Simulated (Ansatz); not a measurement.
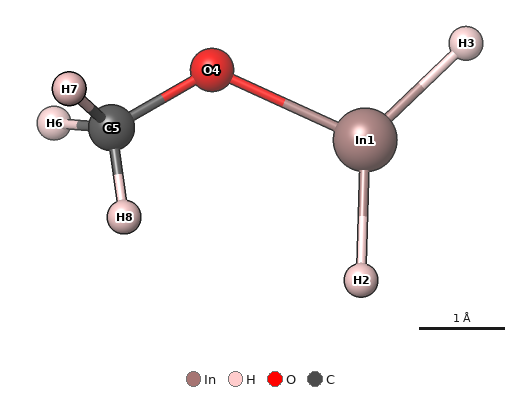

Fig. 1: The starting structure (ball-and-stick view, seen at a tilt; atoms are numbered from 1 in the order of the input). Sticks mark near contacts. Bond lengths as drawn: C–H 1.10 Å, C–O 1.41 Å, H–In 1.71 to 1.72 Å and In–O 2.00 Å.

**Molecular dynamics of CH5InO**

System: CH5InO (InH2(OMe)).
Method: RKS PBE-d3bj/def2-SVP (Ansatz 0.2.0).

The geometry comes from this level: B3LYP-D4/def2-TZVP. Figures and captions count atoms from 1; the log counts them from 0 in places.

**Output**
```
Functional definition: PBE
  name "PBE"
  cite "Perdew, Burke & Ernzerhof, Phys. Rev. Lett. 77, 3865 (1996) doi:10.1103/PhysRevLett.77.3865"
  parent pbe
  parameter kappa = 0.804
  parameter beta = 0.06672455060314922
  exchange = pbe_x(kappa = kappa, mu = beta*pi^2/3)
  correlation = pbe_c(beta = beta)
these checks for a lower state are left out or cut short: starts
907 factors; their error is unknown
mean field evaluation 1: about -8323.9259 eV, gradient 6.0e1 eV
mean field evaluation 2: about -8174.0885 eV, gradient 2.1e2 eV
mean field evaluation 4: about -8331.1556 eV, gradient 2.4e1 eV
mean field evaluation 8: about -8332.2480 eV, gradient 4.4e-2 eV
mean field evaluation 16: about -8332.2257 eV, gradient 7.1e-5 eV
mean field -8332.22569539 eV, -306.2036465203 hartree, gradient 7.1e-5 eV, S^2 0.000000; 0 other end points of the search recorded, 0 dependent functions left out
the calculation of the forces begins
reference -8332.22574096 eV, -306.2036481948 hartree; 20, 20 occupied and 59, 59 virtual orbitals, 907 factors
md step     0: t =     0.00 fs  T =  1312.5 K  F+E_penalty+E_count = -8332.33730789 eV  E_kin = 1.357230 eV  (25 SCF iters)
these checks for a lower state are left out or cut short: starts, cluster_reference, orbital_swaps, neighbouring_geometries, increment
907 factors; their error is unknown
mean field -8332.21467048 eV, -306.2032413623 hartree, gradient 1.6e-5 eV, S^2 0.000000; 0 other end points of the search recorded, 0 dependent functions left out
[... from here on the field's lines of each further geometry are left out, up to the last ...]
md step     1: t =     0.50 fs  T =  1311.0 K  F+E_penalty+E_count = -8332.32653057 eV  E_kin = 1.355716 eV  (28 SCF iters)
md step     2: t =     1.00 fs  T =  1241.4 K  F+E_penalty+E_count = -8332.28036781 eV  E_kin = 1.283697 eV  (27 SCF iters)
md step     3: t =     1.50 fs  T =  1202.2 K  F+E_penalty+E_count = -8332.20867066 eV  E_kin = 1.243221 eV  (27 SCF iters)
md step     4: t =     2.00 fs  T =  1007.2 K  F+E_penalty+E_count = -8332.11795059 eV  E_kin = 1.041525 eV  (27 SCF iters)
md step     5: t =     2.50 fs  T =   909.8 K  F+E_penalty+E_count = -8332.02199781 eV  E_kin = 0.940795 eV  (27 SCF iters)
md step     6: t =     3.00 fs  T =   812.6 K  F+E_penalty+E_count = -8331.92980877 eV  E_kin = 0.840247 eV  (27 SCF iters)
md step     7: t =     3.50 fs  T =   725.4 K  F+E_penalty+E_count = -8331.84743246 eV  E_kin = 0.750163 eV  (29 SCF iters)
md step     8: t =     4.00 fs  T =   751.3 K  F+E_penalty+E_count = -8331.78439947 eV  E_kin = 0.776932 eV  (28 SCF iters)
md step     9: t =     4.50 fs  T =   634.3 K  F+E_penalty+E_count = -8331.74216587 eV  E_kin = 0.655924 eV  (27 SCF iters)
md step    10: t =     5.00 fs  T =   585.5 K  F+E_penalty+E_count = -8331.71951418 eV  E_kin = 0.605480 eV  (28 SCF iters)
md step    11: t =     5.50 fs  T =   497.4 K  F+E_penalty+E_count = -8331.71521911 eV  E_kin = 0.514348 eV  (29 SCF iters)
md step    12: t =     6.00 fs  T =   524.4 K  F+E_penalty+E_count = -8331.73358138 eV  E_kin = 0.542275 eV  (28 SCF iters)
md step    13: t =     6.50 fs  T =   538.5 K  F+E_penalty+E_count = -8331.77247417 eV  E_kin = 0.556801 eV  (28 SCF iters)
md step    14: t =     7.00 fs  T =   658.6 K  F+E_penalty+E_count = -8331.81944903 eV  E_kin = 0.681048 eV  (27 SCF iters)
the calculation of the forces begins
reference -8331.74972426 eV, -306.1861549039 hartree; 20, 20 occupied and 59, 59 virtual orbitals, 907 factors
these checks for a lower state are left out or cut short: starts
907 factors; their error is unknown
mean field -8331.74967887 eV, -306.1861532357 hartree, gradient 1.4e-5 eV, S^2 0.000000; 0 other end points of the search recorded, 0 dependent functions left out
the calculation of the forces begins
reference -8331.74972426 eV, -306.1861549039 hartree; 20, 20 occupied and 59, 59 virtual orbitals, 907 factors
md step    15: t =     7.50 fs  T =   669.3 K  F+E_penalty+E_count = -8331.86232839 eV  E_kin = 0.692155 eV  (11 SCF iters)
```

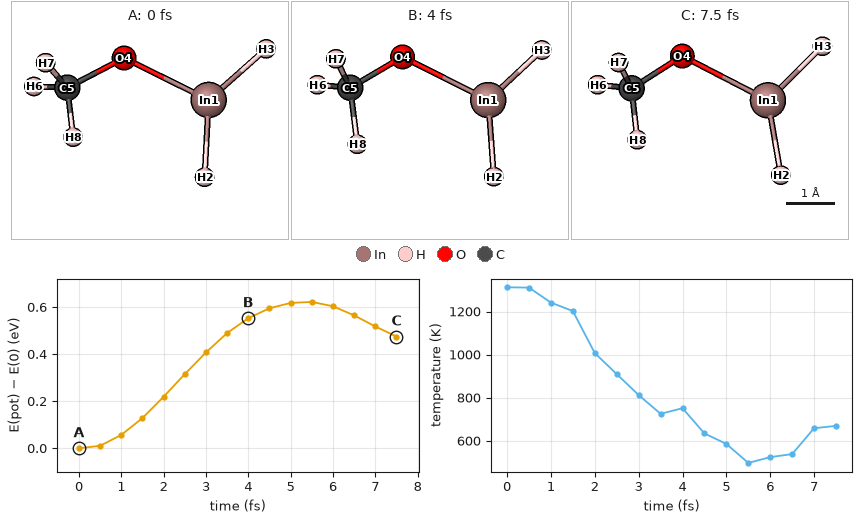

Fig. 2: Frames of the molecular dynamics (ball-and-stick, seen at a tilt) above the curves, on which the letters mark them. The trajectory kept here has 16 frames over 7.5 fs. The temperature starts at 1312 K, ranges from 497 to 1312 K and averages 607 K over the second half. The potential energy ends 0.475 eV above its first value. After an unweighted best fit of the last frame on the first, the root-mean-square displacement is 0.17 Å.

```
Total energy: -8331.86237378 eV, -306.1902946973 hartree
Atom 0 at     0.619271     1.453454     0.704706 Å, force     0.172716    -0.069781     0.430905 eV/Å
Atom 1 at     2.258684     0.919764     1.137518 Å, force    -0.410840    -0.064416    -0.344812 eV/Å
Atom 2 at    -0.172269     2.890530     1.147712 Å, force    -0.181939     0.444551     0.010325 eV/Å
Atom 3 at    -0.803662     0.203521    -0.068884 Å, force     0.358201     4.029278     1.192757 eV/Å
Atom 4 at    -0.436451    -1.011606    -0.464898 Å, force    -0.822377    -2.362307    -0.661735 eV/Å
Atom 5 at    -0.768884    -1.078447    -1.551376 Å, force    -0.044862    -1.044164     0.554286 eV/Å
Atom 6 at    -0.984151    -1.668624     0.306413 Å, force     0.629754    -0.706303    -1.406870 eV/Å
Atom 7 at     0.650764    -1.241900    -0.482306 Å, force     0.299347    -0.226858     0.225143 eV/Å
Dipole moment:     0.327718     0.041137     0.019395 e Å
Checks for a lower state left out: starts
```

**Trajectory as extended XYZ (Å, eV, eV/Å), 16 frames, from step=0 to step=15**
```
8
Properties=species:S:1:pos:R:3:forces:R:3 step=0 time_fs=0.0 energy=-8332.33731 temperature=1312.5
In    0.6160    1.4486    0.7189    0.2526   0.2023   0.1420
H     2.1569    0.6938    0.8072    0.1965  -0.0955   0.0114
H    -0.0549    2.9603    1.1426   -0.0938   0.1593   0.0389
O    -0.7686    0.2523   -0.0925   -0.4000  -0.2214  -0.1858
C    -0.5280   -1.0595   -0.5451   -0.0327   0.7583   0.2879
H    -0.7689   -1.1412   -1.6117   -0.1376  -0.1088  -0.5966
H    -1.1663   -1.7686   -0.0047   -0.3496  -0.4433   0.2605
H     0.5138   -1.3857   -0.4148    0.5646  -0.2510   0.0418
8
Properties=species:S:1:pos:R:3:forces:R:3 step=1 time_fs=0.5 energy=-8332.32653 temperature=1311.0
In    0.6156    1.4485    0.7177    0.3031  -0.0046   0.1047
H     2.1641    0.7071    0.8354    0.1535  -0.1012  -0.0162
H    -0.0547    2.9413    1.1428   -0.1863   0.3627   0.0842
O    -0.7719    0.2471   -0.0917   -0.2681   0.2172  -0.0527
C    -0.5234   -1.0542   -0.5398    0.7865   0.4313   0.4163
H    -0.7696   -1.1303   -1.6024   -0.1887  -0.2282  -0.6856
H    -1.1574   -1.7444    0.0263   -0.2933  -0.6349   0.1759
H     0.5525   -1.3791   -0.4220   -0.3067  -0.0422  -0.0266
8
Properties=species:S:1:pos:R:3:forces:R:3 step=2 time_fs=1.0 energy=-8332.28037 temperature=1241.4
In    0.6155    1.4486    0.7165    0.3778  -0.2377   0.0604
H     2.1725    0.7193    0.8619    0.0912  -0.0980  -0.0456
H    -0.0536    2.9226    1.1417   -0.2875   0.5820   0.1363
O    -0.7754    0.2418   -0.0909   -0.1366   0.6770   0.0917
C    -0.5180   -1.0490   -0.5338    1.3132   0.1017   0.3881
H    -0.7720   -1.1199   -1.5965   -0.1940  -0.3419  -0.6301
H    -1.1495   -1.7224    0.0571   -0.1886  -0.7751   0.0543
H     0.5894   -1.3705   -0.4293   -0.9756   0.0920  -0.0551
8
Properties=species:S:1:pos:R:3:forces:R:3 step=3 time_fs=1.5 energy=-8332.20867 temperature=1202.2
In    0.6154    1.4487    0.7154    0.4772  -0.4674   0.0208
H     2.1835    0.7307    0.8868    0.0000  -0.0802  -0.0770
H    -0.0549    2.9059    1.1384   -0.3824   0.7868   0.1868
O    -0.7787    0.2361   -0.0900   -0.0144   1.1558   0.2415
C    -0.5120   -1.0439   -0.5273    1.5841  -0.2752   0.3286
H    -0.7746   -1.1098   -1.5921   -0.1742  -0.4523  -0.5073
H    -1.1444   -1.7033    0.0886   -0.0086  -0.8359  -0.1381
H     0.6237   -1.3606   -0.4360   -1.4817   0.1685  -0.0552
8
Properties=species:S:1:pos:R:3:forces:R:3 step=4 time_fs=2.0 energy=-8332.11795 temperature=1007.2
In    0.6155    1.4490    0.7144    0.5599  -0.6531  -0.0050
H     2.1933    0.7428    0.9111   -0.0769  -0.0677  -0.1082
H    -0.0580    2.8916    1.1363   -0.4641   0.9579   0.2282
O    -0.7816    0.2308   -0.0887    0.0927   1.6055   0.3780
C    -0.5057   -1.0389   -0.5213    1.6840  -0.7098   0.3672
H    -0.7755   -1.1002   -1.5877   -0.1605  -0.5571  -0.4104
H    -1.1412   -1.6888    0.1206    0.2420  -0.7994  -0.4132
H     0.6554   -1.3518   -0.4426   -1.8770   0.2237  -0.0367
8
Properties=species:S:1:pos:R:3:forces:R:3 step=5 time_fs=2.5 energy=-8332.02200 temperature=909.8
In    0.6158    1.4492    0.7134    0.6144  -0.8039  -0.0228
H     2.2011    0.7554    0.9346   -0.1330  -0.0629  -0.1384
H    -0.0625    2.8783    1.1375   -0.5351   1.1004   0.2624
O    -0.7846    0.2259   -0.0876    0.1810   2.0236   0.5073
C    -0.4994   -1.0340   -0.5157    1.6523  -1.1456   0.4473
H    -0.7753   -1.0922   -1.5835   -0.1521  -0.6524  -0.3293
H    -1.1377   -1.6797    0.1519    0.5083  -0.7064  -0.7205
H     0.6816   -1.3419   -0.4491   -2.1357   0.2472  -0.0060
8
Properties=species:S:1:pos:R:3:forces:R:3 step=6 time_fs=3.0 energy=-8331.92981 temperature=812.6
In    0.6162    1.4494    0.7125    0.6630  -0.9330  -0.0342
H     2.2096    0.7690    0.9581   -0.1906  -0.0574  -0.1692
H    -0.0679    2.8664    1.1388   -0.5974   1.2218   0.2918
O    -0.7876    0.2214   -0.0868    0.2526   2.4405   0.6394
C    -0.4930   -1.0296   -0.5101    1.5144  -1.5294   0.4864
H    -0.7765   -1.0845   -1.5798   -0.1285  -0.7455  -0.2277
H    -1.1346   -1.6719    0.1817    0.7476  -0.6241  -1.0092
H     0.7000   -1.3289   -0.4538   -2.2611   0.2271   0.0228
8
Properties=species:S:1:pos:R:3:forces:R:3 step=7 time_fs=3.5 energy=-8331.84743 temperature=725.4
In    0.6165    1.4496    0.7115    0.7077  -1.0228  -0.0315
H     2.2186    0.7850    0.9826   -0.2467  -0.0537  -0.2002
H    -0.0732    2.8570    1.1400   -0.6462   1.3129   0.3127
O    -0.7900    0.2175   -0.0856    0.2990   2.8371   0.7632
C    -0.4866   -1.0255   -0.5048    1.3633  -1.8345   0.4910
H    -0.7777   -1.0767   -1.5760   -0.1054  -0.8349  -0.1389
H    -1.1301   -1.6639    0.2087    0.9222  -0.5867  -1.2429
H     0.7115   -1.3147   -0.4569   -2.2939   0.1826   0.0467
8
Properties=species:S:1:pos:R:3:forces:R:3 step=8 time_fs=4.0 energy=-8331.78440 temperature=751.3
In    0.6168    1.4498    0.7104    0.7262  -1.0342  -0.0033
H     2.2280    0.8037    1.0079   -0.2993  -0.0513  -0.2312
H    -0.0812    2.8515    1.1422   -0.6615   1.3336   0.3133
O    -0.7917    0.2139   -0.0843    0.3192   3.2250   0.8831
C    -0.4805   -1.0215   -0.4990    1.2502  -2.0931   0.3420
H    -0.7781   -1.0704   -1.5743   -0.0714  -0.9091   0.0130
H    -1.1202   -1.6557    0.2320    0.9997  -0.6107  -1.3900
H     0.7182   -1.3015   -0.4601   -2.2631   0.1397   0.0732
8
Properties=species:S:1:pos:R:3:forces:R:3 step=9 time_fs=4.5 energy=-8331.74217 temperature=634.3
In    0.6173    1.4499    0.7094    0.7079  -0.9751   0.0448
H     2.2374    0.8224    1.0327   -0.3519  -0.0470  -0.2607
H    -0.0917    2.8504    1.1440   -0.6382   1.2796   0.2912
O    -0.7932    0.2104   -0.0833    0.3291   3.5956   0.9961
C    -0.4742   -1.0180   -0.4931    1.1362  -2.3118   0.0806
H    -0.7778   -1.0663   -1.5751   -0.0274  -0.9672   0.2206
H    -1.1065   -1.6479    0.2520    1.0150  -0.6720  -1.4768
H     0.7205   -1.2895   -0.4638   -2.1707   0.0979   0.1040
8
Properties=species:S:1:pos:R:3:forces:R:3 step=10 time_fs=5.0 energy=-8331.71951 temperature=585.5
In    0.6179    1.4502    0.7084    0.6688  -0.8864   0.0986
H     2.2455    0.8397    1.0551   -0.3980  -0.0425  -0.2860
H    -0.1029    2.8527    1.1428   -0.5957   1.1930   0.2589
O    -0.7947    0.2072   -0.0819    0.3370   3.9017   1.0883
C    -0.4679   -1.0156   -0.4877    1.0031  -2.4761  -0.1350
H    -0.7759   -1.0639   -1.5745   -0.0093  -1.0139   0.3658
H    -1.0911   -1.6423    0.2691    1.0045  -0.7330  -1.5341
H     0.7184   -1.2791   -0.4686   -2.0105   0.0572   0.1435
8
Properties=species:S:1:pos:R:3:forces:R:3 step=11 time_fs=5.5 energy=-8331.71522 temperature=497.4
In    0.6183    1.4507    0.7075    0.6093  -0.7807   0.1528
H     2.2514    0.8576    1.0757   -0.4246  -0.0442  -0.3059
H    -0.1153    2.8562    1.1400   -0.5458   1.0954   0.2230
O    -0.7965    0.2047   -0.0800    0.3494   4.1175   1.1637
C    -0.4619   -1.0138   -0.4828    0.8384  -2.5874  -0.2976
H    -0.7741   -1.0617   -1.5719   -0.0088  -1.0545   0.4440
H    -1.0749   -1.6405    0.2823    0.9771  -0.7714  -1.5646
H     0.7127   -1.2712   -0.4742   -1.7950   0.0252   0.1846
8
Properties=species:S:1:pos:R:3:forces:R:3 step=12 time_fs=6.0 energy=-8331.73358 temperature=524.4
In    0.6185    1.4514    0.7068    0.5213  -0.6388   0.2114
H     2.2550    0.8755    1.0932   -0.4321  -0.0506  -0.3197
H    -0.1289    2.8618    1.1385   -0.4782   0.9675   0.1795
O    -0.7985    0.2030   -0.0775    0.3586   4.2363   1.2102
C    -0.4559   -1.0123   -0.4783    0.5923  -2.6553  -0.4071
H    -0.7726   -1.0622   -1.5680   -0.0171  -1.0747   0.4879
H    -1.0573   -1.6428    0.2927    0.9429  -0.7723  -1.5823
H     0.7028   -1.2638   -0.4793   -1.4877  -0.0120   0.2200
8
Properties=species:S:1:pos:R:3:forces:R:3 step=13 time_fs=6.5 energy=-8331.77247 temperature=538.5
In    0.6187    1.4521    0.7062    0.4127  -0.4657   0.2763
H     2.2567    0.8920    1.1085   -0.4247  -0.0584  -0.3285
H    -0.1434    2.8692    1.1392   -0.3934   0.8133   0.1294
O    -0.8003    0.2026   -0.0747    0.3648   4.2456   1.2187
C    -0.4495   -1.0114   -0.4741    0.2469  -2.6452  -0.4660
H    -0.7720   -1.0661   -1.5625   -0.0311  -1.0750   0.5024
H    -1.0362   -1.6481    0.3010    0.8818  -0.7539  -1.5729
H     0.6888   -1.2566   -0.4831   -1.0570  -0.0607   0.2406
8
Properties=species:S:1:pos:R:3:forces:R:3 step=14 time_fs=7.0 energy=-8331.81945 temperature=658.6
In    0.6190    1.4528    0.7055    0.2905  -0.2744   0.3489
H     2.2573    0.9068    1.1236   -0.4131  -0.0640  -0.3362
H    -0.1585    2.8784    1.1422   -0.2938   0.6384   0.0730
O    -0.8022    0.2029   -0.0718    0.3700   4.1687   1.2100
C    -0.4430   -1.0112   -0.4699   -0.2307  -2.5384  -0.5337
H    -0.7717   -1.0709   -1.5567   -0.0386  -1.0693   0.5203
H    -1.0114   -1.6564    0.3062    0.7768  -0.7301  -1.5210
H     0.6707   -1.2494   -0.4840   -0.4611  -0.1309   0.2386
8
Properties=species:S:1:pos:R:3:forces:R:3 step=15 time_fs=7.5 energy=-8331.86233 temperature=669.3
In    0.6193    1.4535    0.7047    0.1727  -0.0698   0.4309
H     2.2587    0.9198    1.1375   -0.4108  -0.0644  -0.3448
H    -0.1723    2.8905    1.1477   -0.1819   0.4446   0.0103
O    -0.8037    0.2035   -0.0689    0.3582   4.0293   1.1928
C    -0.4365   -1.0116   -0.4649   -0.8224  -2.3623  -0.6617
H    -0.7689   -1.0784   -1.5514   -0.0449  -1.0442   0.5543
H    -0.9842   -1.6686    0.3064    0.6298  -0.7063  -1.4069
H     0.6508   -1.2419   -0.4823    0.2993  -0.2269   0.2251
```

The run was set up as follows.

**The input**
```yaml
crystal:
  periodic: [false, false, false]
  atoms:
    - {symbol: In, position_ang: [0.615988, 1.448616, 0.718924]}
    - {symbol: H, position_ang: [2.156921, 0.693762, 0.807162]}
    - {symbol: H, position_ang: [-0.054918, 2.960305, 1.142604]}
    - {symbol: O, position_ang: [-0.768577, 0.252271, -0.092473]}
    - {symbol: C, position_ang: [-0.528011, -1.059514, -0.545080]}
    - {symbol: H, position_ang: [-0.768883, -1.141151, -1.611673]}
    - {symbol: H, position_ang: [-1.166309, -1.768624, -0.004660]}
    - {symbol: H, position_ang: [0.513810, -1.385685, -0.414803]}
basis:
  gaussian: {orbitals: def2-SVP}
hamiltonian: {xc: {name: PBE}, dispersion: d3bj}
md: {timestep: 0.5 fs, n_steps: 15, ensemble: nvt_langevin, temperature: 1500, initial_velocities: maxwell_boltzmann, friction: 0.01, seed: 125}
scf: {omitted_lower_state_checks: [starts]}
```

Command:
```bash
ansatz run in.yaml --threads 4 --pin off --events-out ev --progress --plain --max-ram 3916MiB
```

**Results in brief**

| quantity | value |
| --- | --- |
| outcome | finished |
| mean temperature over the second half | 607 K |
| trajectory | 15 steps, 7.5 fs |
| ensemble | nvt_langevin |
| temperature in the input | 1500 K |
| time step | 0.5 fs |
| potential energy (last step) | −8331.8624 eV |
| mean-field energy (last step) | −8331.7497 eV |
| dispersion energy (last step) | −0.1126 eV |
| SCF solution under orbital rotations (last step) | stable |
| largest force (length of the vector) (last step) | 4.217 eV/Å |
| dipole moment (last step) | 1.59 D |
| hardware | 4 threads of Arm Neoverse V1, 23 GiB of memory available, shared host |
| wall time | 10 s (CPU time 35 s) |
| peak memory | 0.12 GiB |

So short a trajectory is not equilibrated. The logged temperature at the start can lie below the typed one, since it is counted over all degrees of freedom. The temperature stays far from the 1500 K of the thermostat over the second half: the run isn't equilibrated.
